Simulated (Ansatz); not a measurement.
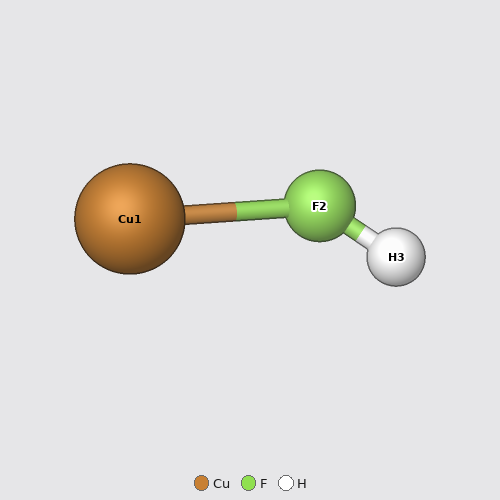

The system is CuFH, charge +1; the picture shows the reference structure. 
- The turn is about an axis along (−0.69, 0.72, 0.00) in the frame of the relaxed pair, normal to the line between the partners.
- Coordinates scanned: (1) distance F2···Cu1; (2) turn of Cu1 about F2.
- Grid: 13 × 13 points.
- Points are written as (first, second).
- All energies are given in eV relative to the lowest grid point.
- Computed with Ansatz, RKS r2SCAN0-D4/def2-TZVPD.

Its coordinates:

```yaml
atoms:
  - { symbol: Cu, position_ang: [0.0101, 0.0098, -1.5896] }
  - { symbol: F, position_ang: [0.1825, 0.1742, 0.4095] }
  - { symbol: H, position_ang: [-0.1926, -0.1840, 1.1801] }
```

Range: distance F2···Cu1 from 1.691 to 4.291 Å; turn of Cu1 about F2 from −90 to 90°.

> Predict the map.

The lowest grid point is at (2.064 Å, 0°); the map holds 2 wells of about this depth. The highest grid point, (1.691 Å, 90°), lies 3.16 eV above the lowest. On the interpolated surface the easiest way out of the lowest well to a well of about the same depth near (2.064 Å, −75°) passes a barrier of about 0.027 eV, counted from the interpolated bottom of the well.

| turn of Cu1 about F2 ↓, distance F2···Cu1 → | 1.691 | 1.771 | 1.903 | 2.064 | 2.250 | 2.454 | 2.676 | 2.914 | 3.165 | 3.429 | 3.705 | 3.993 | 4.291 |
| --- | --- | --- | --- | --- | --- | --- | --- | --- | --- | --- | --- | --- | --- |
| 90 | 3.16 | 2.52 | 1.87 | 1.47 | 1.29 | 1.23 | 1.22 | 1.23 | 1.24 | 1.24 | 1.23 | 1.21 | 1.19 |
| 75 | 1.97 | 1.53 | 1.12 | 0.91 | 0.86 | 0.88 | 0.94 | 1.00 | 1.05 | 1.07 | 1.09 | 1.09 | 1.09 |
| 60 | 1.34 | 0.97 | 0.65 | 0.52 | 0.53 | 0.61 | 0.72 | 0.81 | 0.88 | 0.93 | 0.97 | 0.99 | 1.00 |
| 45 | 0.94 | 0.61 | 0.34 | 0.25 | 0.31 | 0.42 | 0.55 | 0.67 | 0.76 | 0.82 | 0.87 | 0.91 | 0.93 |
| 30 | 0.70 | 0.39 | 0.15 | 0.09 | 0.17 | 0.30 | 0.44 | 0.57 | 0.67 | 0.74 | 0.80 | 0.84 | 0.87 |
| 15 | 0.58 | 0.28 | 0.06 | 0.02 | 0.10 | 0.24 | 0.39 | 0.51 | 0.61 | 0.69 | 0.75 | 0.80 | 0.83 |
| 0 | 0.53 | 0.24 | 0.03 | 0.00 | 0.09 | 0.22 | 0.36 | 0.49 | 0.59 | 0.66 | 0.72 | 0.77 | 0.80 |
| −15 | 0.53 | 0.25 | 0.04 | 0.01 | 0.09 | 0.22 | 0.36 | 0.48 | 0.57 | 0.65 | 0.71 | 0.75 | 0.79 |
| −30 | 0.53 | 0.26 | 0.05 | 0.02 | 0.10 | 0.23 | 0.36 | 0.48 | 0.57 | 0.64 | 0.70 | 0.74 | 0.78 |
| −45 | 0.54 | 0.26 | 0.06 | 0.03 | 0.11 | 0.23 | 0.36 | 0.48 | 0.57 | 0.64 | 0.70 | 0.74 | 0.78 |
| −60 | 0.53 | 0.25 | 0.05 | 0.02 | 0.10 | 0.23 | 0.36 | 0.48 | 0.57 | 0.64 | 0.70 | 0.75 | 0.78 |
| −75 | 0.53 | 0.24 | 0.03 | 0.00 | 0.09 | 0.22 | 0.36 | 0.48 | 0.58 | 0.65 | 0.71 | 0.76 | 0.80 |
| −90 | 0.55 | 0.26 | 0.04 | 0.01 | 0.09 | 0.23 | 0.37 | 0.50 | 0.60 | 0.68 | 0.74 | 0.78 | 0.82 |

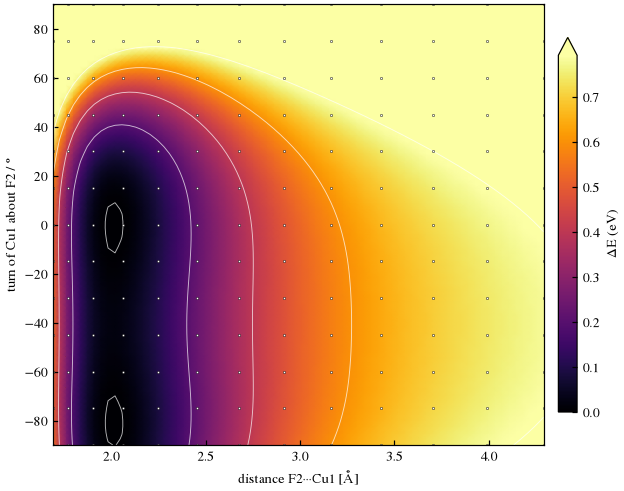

In the figure: a smooth colour map with a few white contour lines, dots at the grid points, one colour for all values above the top of the scale. Between grid points the surface is interpolated.

Each point was launched as `ansatz run input.yaml --threads 1 --pin off --max-ram 2560MiB --backend cpu --events-out ev --progress --plain --runs-dir out`. The whole map (169 points run) took 12 min on 1 thread of Arm Neoverse V1, on a shared host.
